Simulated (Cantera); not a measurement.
A closed system holds: 1 mol MgO, 0.31 mol C, 12 mol H₂, held at 0.460 bar.

Equilibrium computed with Cantera from the NASA thermochemical tables; the gas is ideal and each condensed phase is pure. Candidate condensed phases: C, C₆H₆, C₇H₈, C₈H₁₈, H₂O, Mg, MgCO₃, MgO, Mg(OH)₂; 116 gas species. The tables' values for MgH are old estimates; treat these amounts as uncertain. The numbers say what is thermodynamically allowed, not how fast it happens.

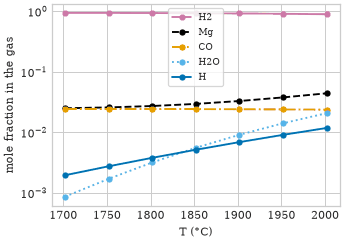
Equilibrium gas composition (values under 1e-9 drawn at 1e-9)

Task: Read off the mole fractions at 2002 °C.

Result: H₂ about 0.90, Mg about 0.044, CO about 0.024, H₂O about 0.021, H about 0.012.
